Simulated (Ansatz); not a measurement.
# Geometry relaxation of WH3Cl3OF2 (part 1 of 2)

System: WH3Cl3OF2.
Method: RHF/def2-SVP (Ansatz 0.2.0).

The input holds or restrains some coordinates. Forces given for the steps count only the free coordinates. It belongs to a series of runs on one base structure; here: pulled along the bonds that form and break, towards end B. Figures and captions count atoms from 1; the log counts them from 0 in places.

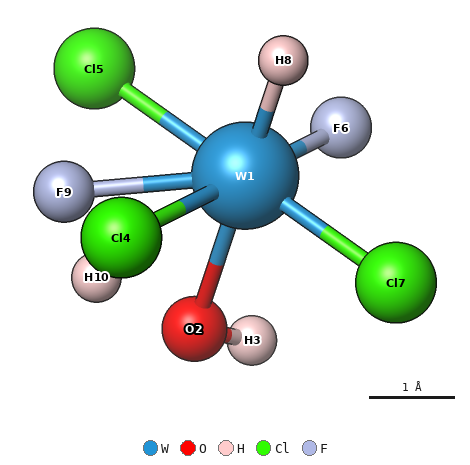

The structure as given in the input (ball-and-stick view, seen at a tilt; atoms are numbered from 1 in the order of the input). Sticks mark near contacts.

Results in brief

| quantity | value |
| --- | --- |
| outcome | converged under the restraints of the input |
| total energy | −46798.9075 eV |
| mean-field energy | −46798.9075 eV |
| largest force (length of the vector) at the end, held atoms and coordinates included | 1.326 eV/Å |
| hardware | 4 threads of Arm Neoverse V2, 24 GiB of memory available, shared host |
| wall time | 51 s (CPU time 3.2 min) |
| peak memory | 0.5 GiB |

Input
```yaml
crystal:
  periodic: [false, false, false]
  atoms:
    - { symbol: W, position_ang: [0.0, 0.0, 0.0] }
    - { symbol: O, position_ang: [0.0, 0.0, 2.29] }
    - { symbol: H, position_ang: [-0.9095, -0.2814, 2.6271] }
    - { symbol: Cl, position_ang: [2.39, 0.0, 0.0] }
    - { symbol: Cl, position_ang: [0.0, 2.39, 0.0] }
    - { symbol: F, position_ang: [-1.85, 0.0, 0.0] }
    - { symbol: Cl, position_ang: [0.0, -2.39, 0.0] }
    - { symbol: H, position_ang: [0.0, 0.0, -1.72] }
    - { symbol: F, position_ang: [1.4129, 1.4719, 0.6779] }
    - { symbol: H, position_ang: [0.9245, 0.9631, 1.8084] }
basis:
  gaussian: { orbitals: def2-SVP }
hamiltonian:
  xc: hf
relax:
  f_tol: 0.15
  max_steps: 25
  restrain:
    - { distance: [0, 8], at: 1.85, k: 30.0 }
    - { distance: [9, 1], at: 1.01, k: 30.0 }
    - { distance: [0, 1], at: 3.14, k: 30.0 }
    - { distance: [9, 8], at: 2.12, k: 30.0 }
output:
  orbitals: {}
```

Run as:
```bash
ansatz run input.yaml --threads 4 --pin off --max-ram 5120MiB --backend cpu --events-out ev --progress --plain --runs-dir out
```

Output
```
The last accepted step is kept in [file] (removed where the run ends without a failure and the disk answers)
Engine: ansatz 0.2.0, aarch64-unknown-linux-gnu
Functional definition: HF
  exchange = exact_x
  correlation = 0
1447 factors; integrals over basis functions are off by at most 3.7e-4 eV
mean field evaluation 1: about -46771.9832 eV, gradient 7.6e1 eV
mean field evaluation 2: about -46772.3502 eV, gradient 7.6e1 eV
mean field evaluation 4: about -46784.8217 eV, gradient 2.4e1 eV
mean field evaluation 8: about -46786.1870 eV, gradient 9.4e-1 eV
mean field evaluation 16: about -46786.2423 eV, gradient 2.3e-1 eV
mean field evaluation 32: about -46786.2922 eV, gradient 1.8e-3 eV
mean field evaluation 64: about -46786.1570 eV, gradient 9.2e-1 eV
mean field evaluation 96: about -46786.2526 eV, gradient 3.1e-1 eV
mean field evaluation 128: about -46784.9357 eV, gradient 2.3e0 eV
mean field evaluation 160: about -46785.1894 eV, gradient 1.3e0 eV
mean field evaluation 192: about -46778.4313 eV, gradient 1.0e1 eV
mean field evaluation 224: about -46777.2183 eV, gradient 1.6e1 eV
mean field evaluation 256: about -46778.0581 eV, gradient 1.1e1 eV
mean field evaluation 288: about -46785.7688 eV, gradient 4.4e-1 eV
mean field evaluation 320: about -46785.1804 eV, gradient 1.3e0 eV
mean field evaluation 352: about -46780.5563 eV, gradient 8.0e0 eV
mean field evaluation 384: about -46786.2203 eV, gradient 1.9e0 eV
mean field -46786.29220260 eV, -1719.3645255577 hartree, gradient 7.8e-6 eV, S^2 0.000000; 3 other end points of the search recorded, 0 dependent functions left out
the calculation of the forces begins
reference -46786.29220260 eV, -1719.3645255577 hartree; 47, 47 occupied and 96, 96 virtual orbitals, 1447 factors
relax step   1: F+E_penalty+E_count = -46786.29220260 eV  Δ(F+E_penalty+E_count) = +0.000e0 eV  max|allowed force component| = 8.940e0 eV/Å  E_restraint = 24.00246700 eV  max|allowed force component, restraints' pulls added| = 2.601e1 eV/Å  Δτ_max = 0.0000 Å  (568 SCF iters, accepted)
  distance W 0 - F 8 = 2.1500 Å
  distance H 9 - O 1 = 1.4192 Å
  distance W 0 - O 1 = 2.2900 Å
  distance H 9 - F 8 = 1.3325 Å
these checks for a lower state are left out or cut short: starts, cluster_reference, orbital_swaps, neighbouring_geometries, increment
1447 factors; integrals over basis functions are off by at most 3.4e-4 eV
mean field evaluation 416: about -46788.0516 eV, gradient 9.9e-3 eV
mean field -46788.05165037 eV, -1719.4291840706 hartree, gradient 1.9e-5 eV, S^2 0.000000; 0 other end points of the search recorded, 0 dependent functions left out
[... from here on the field's lines of each further geometry are left out, up to the last ...]
relax step   2: F+E_penalty+E_count = -46788.05165037 eV  Δ(F+E_penalty+E_count) = -1.759e0 eV  max|allowed force component| = 4.855e0 eV/Å  E_restraint = 11.35815882 eV  max|allowed force component, restraints' pulls added| = 1.981e1 eV/Å  Δτ_max = 0.1948 Å  (95 SCF iters, accepted)
relax step   3: F+E_penalty+E_count = -46789.43827192 eV  Δ(F+E_penalty+E_count) = -1.387e0 eV  max|allowed force component| = 4.068e0 eV/Å  E_restraint = 4.46415150 eV  max|allowed force component, restraints' pulls added| = 1.029e1 eV/Å  Δτ_max = 0.1950 Å  (89 SCF iters, accepted)
relax step   4: F+E_penalty+E_count = -46790.99846689 eV  Δ(F+E_penalty+E_count) = -1.560e0 eV  max|allowed force component| = 7.567e0 eV/Å  E_restraint = 0.71210967 eV  max|allowed force component, restraints' pulls added| = 7.567e0 eV/Å  Δτ_max = 0.1928 Å  (106 SCF iters, accepted)
relax step   5: F+E_penalty+E_count = -46794.03374498 eV  Δ(F+E_penalty+E_count) = -3.035e0 eV  max|allowed force component| = 4.212e0 eV/Å  E_restraint = 0.07670277 eV  max|allowed force component, restraints' pulls added| = 4.212e0 eV/Å  Δτ_max = 0.1951 Å  (64 SCF iters, accepted)
relax step   6: F+E_penalty+E_count = -46795.81357363 eV  Δ(F+E_penalty+E_count) = -1.780e0 eV  max|allowed force component| = 1.901e0 eV/Å  E_restraint = 0.02984166 eV  max|allowed force component, restraints' pulls added| = 2.503e0 eV/Å  Δτ_max = 0.1906 Å  (53 SCF iters, accepted)
relax step   7: F+E_penalty+E_count = -46796.85835526 eV  Δ(F+E_penalty+E_count) = -1.045e0 eV  max|allowed force component| = 2.221e0 eV/Å  E_restraint = 0.00626739 eV  max|allowed force component, restraints' pulls added| = 1.806e0 eV/Å  Δτ_max = 0.1947 Å  (50 SCF iters, accepted)
relax step   8: F+E_penalty+E_count = -46797.56311666 eV  Δ(F+E_penalty+E_count) = -7.048e-1 eV  max|allowed force component| = 2.570e0 eV/Å  E_restraint = 0.01128134 eV  max|allowed force component, restraints' pulls added| = 2.111e0 eV/Å  Δτ_max = 0.1971 Å  (48 SCF iters, accepted)
relax step   9: F+E_penalty+E_count = -46798.05522978 eV  Δ(F+E_penalty+E_count) = -4.921e-1 eV  max|allowed force component| = 2.417e0 eV/Å  E_restraint = 0.01062735 eV  max|allowed force component, restraints' pulls added| = 1.882e0 eV/Å  Δτ_max = 0.1997 Å  (48 SCF iters, accepted)
relax step  10: F+E_penalty+E_count = -46798.39713710 eV  Δ(F+E_penalty+E_count) = -3.419e-1 eV  max|allowed force component| = 1.776e0 eV/Å  E_restraint = 0.01908095 eV  max|allowed force component, restraints' pulls added| = 9.710e-1 eV/Å  Δτ_max = 0.1948 Å  (46 SCF iters, accepted)
relax step  11: F+E_penalty+E_count = -46798.57782851 eV  Δ(F+E_penalty+E_count) = -1.807e-1 eV  max|allowed force component| = 1.311e0 eV/Å  E_restraint = 0.02376919 eV  max|allowed force component, restraints' pulls added| = 6.330e-1 eV/Å  Δτ_max = 0.1950 Å  (49 SCF iters, accepted)
relax step  12: F+E_penalty+E_count = -46798.70675576 eV  Δ(F+E_penalty+E_count) = -1.289e-1 eV  max|allowed force component| = 1.314e0 eV/Å  E_restraint = 0.02519410 eV  max|allowed force component, restraints' pulls added| = 5.532e-1 eV/Å  Δτ_max = 0.1989 Å  (48 SCF iters, accepted)
relax step  13: F+E_penalty+E_count = -46798.81438030 eV  Δ(F+E_penalty+E_count) = -1.076e-1 eV  max|allowed force component| = 1.317e0 eV/Å  E_restraint = 0.05026971 eV  max|allowed force component, restraints' pulls added| = 8.879e-1 eV/Å  Δτ_max = 0.1922 Å  (49 SCF iters, accepted)
relax step  14: F+E_penalty+E_count = -46798.87356921 eV  Δ(F+E_penalty+E_count) = -5.919e-2 eV  max|allowed force component| = 1.309e0 eV/Å  E_restraint = 0.03044710 eV  max|allowed force component, restraints' pulls added| = 2.814e-1 eV/Å  Δτ_max = 0.1992 Å  (47 SCF iters, accepted)
relax step  15: F+E_penalty+E_count = -46798.89909896 eV  Δ(F+E_penalty+E_count) = -2.553e-2 eV  max|allowed force component| = 1.225e0 eV/Å  E_restraint = 0.02932535 eV  max|allowed force component, restraints' pulls added| = 5.363e-2 eV/Å  Δτ_max = 0.1720 Å  (46 SCF iters, accepted)
relax step  16: F+E_penalty+E_count = -46798.89638762 eV  Δ(F+E_penalty+E_count) = +2.711e-3 eV  max|allowed force component| = 1.239e0 eV/Å  E_restraint = 0.03200980 eV  max|allowed force component, restraints' pulls added| = 8.825e-1 eV/Å  Δτ_max = 0.1656 Å  (48 SCF iters, rejected (line search))
relax step  17: F+E_penalty+E_count = -46798.90387519 eV  Δ(F+E_penalty+E_count) = -4.776e-3 eV  max|allowed force component| = 1.234e0 eV/Å  E_restraint = 0.02960330 eV  max|allowed force component, restraints' pulls added| = 2.299e-1 eV/Å  Δτ_max = 0.0808 Å  (48 SCF iters, accepted)
the calculation of the forces begins
reference -46798.90746241 eV, -1719.8281278049 hartree; 47, 47 occupied and 96, 96 virtual orbitals, 1448 factors
relax step  18: F+E_penalty+E_count = -46798.90746241 eV  Δ(F+E_penalty+E_count) = -3.587e-3 eV  max|allowed force component| = 1.252e0 eV/Å  E_restraint = 0.02961694 eV  max|allowed force component, restraints' pulls added| = 3.904e-2 eV/Å  Δτ_max = 0.0822 Å  (50 SCF iters, accepted)
```

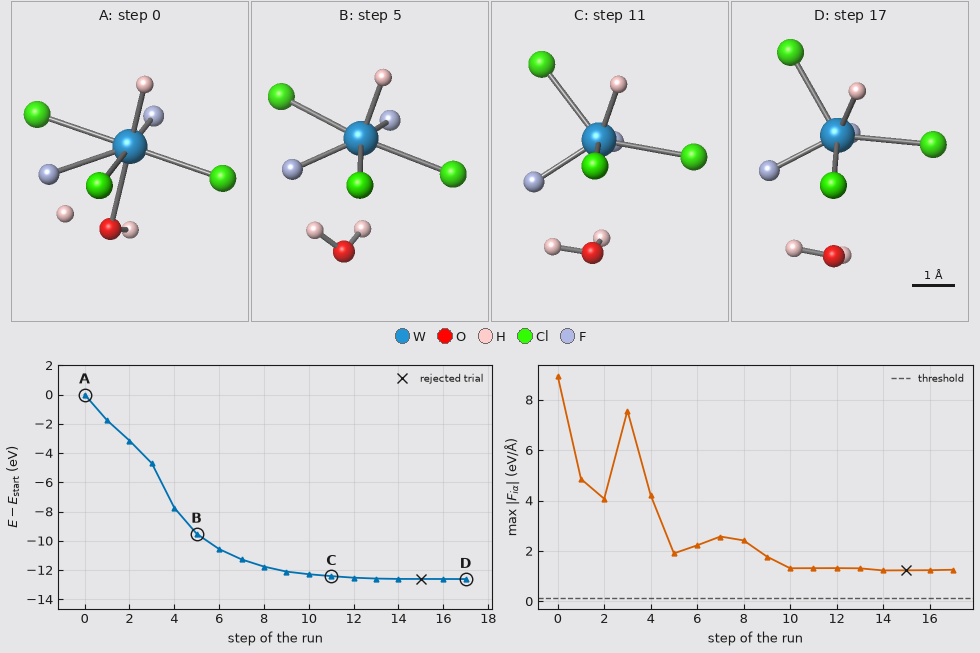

Frames of the restrained relaxation (ball-and-stick view, seen at a tilt) above the curves, on which the letters mark them (the first geometry is step 0 here and step 1 in the log).

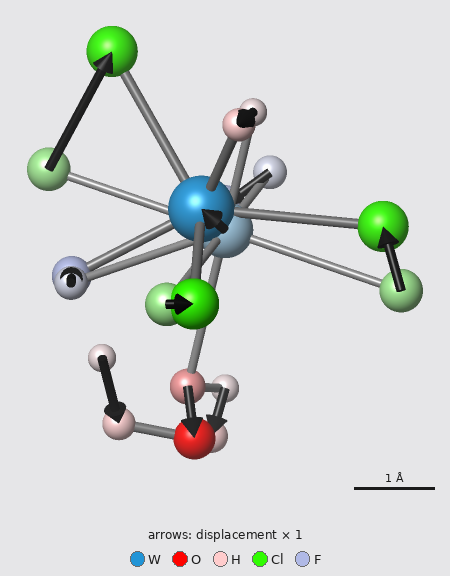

Start (faint) and end (solid) with the displacements as black arrows, at true length (ball-and-stick view, seen at a tilt). The two geometries are laid on each other by the best rigid fit. Over 17 geometry steps the energy falls by 12.615 eV. The largest force component goes from 8.9 to 1.3 eV/Å. The line search rejected the trial step at point 15 (counted from 0) and went back. The atom that moves furthest after the best rigid fit is Cl5 (1.73 Å). By element the largest moves are Cl 1.73 Å, H 1.09 Å, F 0.70 Å, O 0.67 Å, W 0.46 Å. Among the contacts that change: W1–O2 2.290 → 3.126 Å, O2–H10 1.419 → 0.970 Å, W1–F9 2.150 → 1.862 Å, W1–Cl5 2.390 → 2.296 Å. New bonds form: O2–H10 (1.42 → 0.97 Å). Bonds break: W1–O2 (2.29 → 3.13 Å). Among the angles that change: Cl5–W1–Cl7 180.0° → 125.0°, F6–W1–F9 131.1° → 90.1°, Cl5–W1–F9 46.8° → 86.8°. (Atoms are counted from 1 in the order of the input.)

```
  distance W 0 - F 8 = 1.8619 Å
  distance H 9 - O 1 = 0.9704 Å
  distance W 0 - O 1 = 3.1259 Å
  distance H 9 - F 8 = 2.1279 Å
1448 factors; integrals over basis functions are off by at most 9.5e-4 eV
mean field -46798.90746241 eV, -1719.8281278049 hartree, gradient 2.0e-5 eV, S^2 0.000000; 1 other end points of the search recorded, 0 dependent functions left out
the calculation of the forces begins
reference -46798.90746241 eV, -1719.8281278049 hartree; 47, 47 occupied and 96, 96 virtual orbitals, 1448 factors
Total energy: -46798.90746241 eV, -1719.8281278049 hartree
Atom 0 at     0.171391     0.320661    -0.274111 Å, force    -0.085852    -0.320649     0.226114 eV/Å
Atom 1 at     0.362653    -0.314033     2.780650 Å, force     0.316087     1.220784    -0.409117 eV/Å
Atom 2 at    -0.505257    -0.315347     3.159189 Å, force     0.008560    -0.004421     0.002287 eV/Å
Atom 3 at     2.365219    -0.383103    -0.179286 Å, force    -0.001494     0.003260     0.001905 eV/Å
Atom 4 at    -0.480540     2.066404    -1.616184 Å, force    -0.000343     0.005413    -0.007780 eV/Å
Atom 5 at    -1.513898     0.432409     0.509382 Å, force     0.008422     0.001024    -0.012826 eV/Å
Atom 6 at    -0.455843    -1.874682    -0.567929 Å, force    -0.006974    -0.006334    -0.000160 eV/Å
Atom 7 at     0.566691     0.001363    -1.826567 Å, force    -0.004259    -0.007014    -0.006822 eV/Å
Atom 8 at     0.809987     1.606357     0.911593 Å, force     0.130801     0.359447     0.011471 eV/Å
Atom 9 at     0.647497     0.613572     2.786663 Å, force    -0.364947    -1.251511     0.194929 eV/Å
Dipole moment:    -0.102190     0.128963     0.005201 e Å
```
